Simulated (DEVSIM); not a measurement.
Structure: abrupt Si n-p junction, at 500 K.

```csv
layer (left to right),material,thickness (μm),Nd (cm⁻³),Na (cm⁻³),τn (s),τp (s)
1,Si,13.0,5.1e16,-,2.2e-6,2.2e-6
2,Si,0.400,-,4.1e16,2.2e-6,2.2e-6
```

Left contact: ohmic. Right contact: ohmic. Voltage is applied to the left contact. Recombination: SRH at mid-gap, Auger. Mobility is constant in doping.

Constants are typed, rounded textbook-type inputs, not results; the design itself was drawn at random and stands for no fabricated device. Values at 300 K; Nc and Nv go as T^1.5, mobilities as T to minus their exponent, the gap by Varshni's rule with the affinity fixed.

```tsv
parameter	Si
gap (eV)	1.124
affinity (eV)	4.05
permittivity	11.7
Nc (cm⁻³)	2.86e19
Nv (cm⁻³)	3.1e19
μn (cm²/Vs)	1417
μp (cm²/Vs)	470
T exponent of μn	2.3
T exponent of μp	2.2
Cn (cm⁶/s)	2.8e-31
Cp (cm⁶/s)	9.9e-32
Varshni α (eV/K)	0.000473
Varshni β (K)	636
```

DEVSIM, 1D drift-diffusion, Boltzmann statistics, complete ionisation; no tunnelling, impact ionisation, image-force lowering or self-heating.

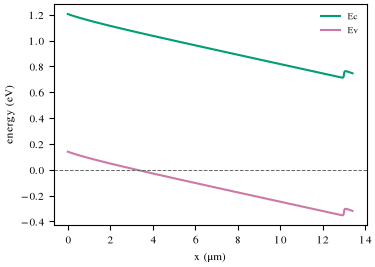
Fig. 1. Band edges at -0.9 V on the left contact

Energies count from the Fermi level of the right contact; mesh points crowd at the junctions.

```
x (μm)   Ec (eV)  Ev (eV)  n (cm⁻³)  p (cm⁻³)  field (V/cm)
-------  -------  -------  --------  --------  ------------
0.000      1.206    0.140    5.1e16    1.5e12          -580
0.02401    1.204    0.139    5.1e16    3.1e14          -570
0.07193    1.202    0.136    5.2e16    9.1e14          -560
0.1756     1.196    0.131    5.3e16    2.1e15          -540
0.4847     1.180    0.115    5.6e16    4.9e15          -490
0.9917     1.156    0.091    5.9e16    8.0e15          -440
2.004      1.114    0.049    6.3e16    1.2e16          -400
5.143      0.995   -0.071    6.6e16    1.5e16          -370
8.853      0.860   -0.206    6.7e16    1.6e16          -360
10.94      0.785   -0.281    6.7e16    1.6e16          -360
12.02      0.746   -0.320    6.7e16    1.6e16          -360
12.63      0.724   -0.342    6.7e16    1.6e16          -360
12.83      0.717   -0.349    6.7e16    1.6e16          -360
12.93      0.713   -0.352    6.6e16    1.6e16           -84
12.98      0.724   -0.342    4.9e16    2.1e16          6600
13.01      0.745   -0.320    2.9e16    3.5e16         11000
13.03      0.760   -0.305    1.9e16    5.1e16          2400
13.09      0.763   -0.302    1.5e16    5.5e16          -250
13.22      0.757   -0.308    8.8e15    5.0e16          -510
13.32      0.752   -0.313    4.4e15    4.5e16          -600
13.37      0.749   -0.316    1.8e15    4.3e16          -660
13.40      0.747   -0.319    1.8e12    4.1e16          -680
```
